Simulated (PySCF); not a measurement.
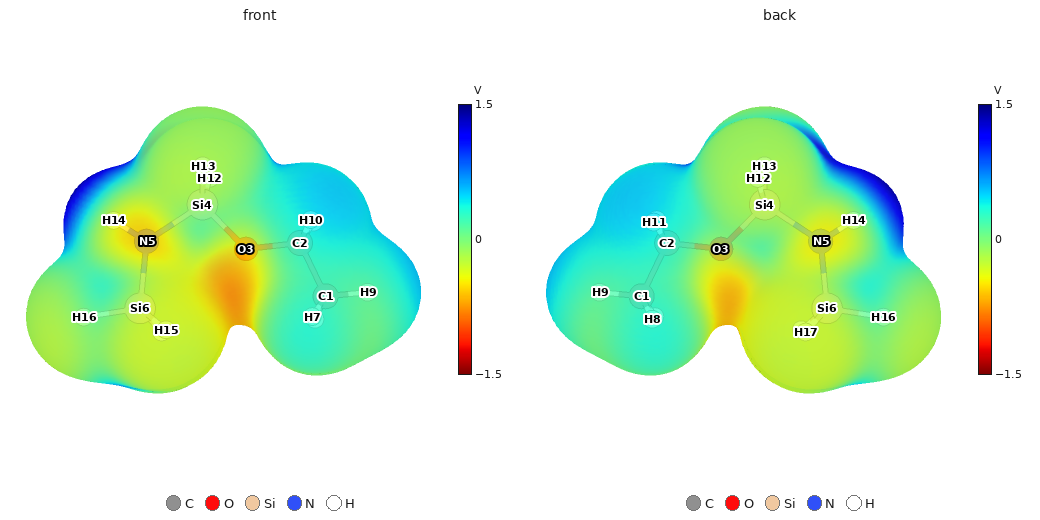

The picture shows: C2H11NOSi2 (SMILES CCO[SiH2]N[SiH3]). The electrostatic potential painted on the density surface at 0.001 e/bohr³, seen from the front and from behind; red is negative and blue positive.

Geometry: GFN2-xTB.

These are results of CAM-B3LYP/def2-SVPD, SCF density, gas phase in PySCF, not measurements.

```
atom    x (Å)    y (Å)    z (Å)
   C  -2.3275   0.1766  -1.1621
   C  -1.8234  -0.3176   0.1857
   O  -0.4441  -0.1195   0.2657
  Si   0.5671  -0.5996   1.4292
   N   2.0661  -0.0129   0.8222
  Si   2.4103   0.6907  -0.7238
   H  -2.1026   1.2340  -1.2744
   H  -1.8331  -0.3679  -1.9623
   H  -3.4014   0.0289  -1.2383
   H  -2.3195   0.2275   0.9992
   H  -2.0543  -1.3834   0.3105
   H   0.5587  -2.0631   1.5654
   H   0.2492   0.0174   2.7230
   H   2.8440  -0.1497   1.4424
   H   1.6016   1.8928  -0.9312
   H   3.8362   1.0304  -0.6589
   H   2.1657  -0.2723  -1.8023
```

Describe the electrostatic potential map.

The most negative region (about −0.7 V) lies over O3, the most positive (about +1.3 V) over H14.

What dipole moment does the calculation give?

Its dipole moment is 1.17 D.
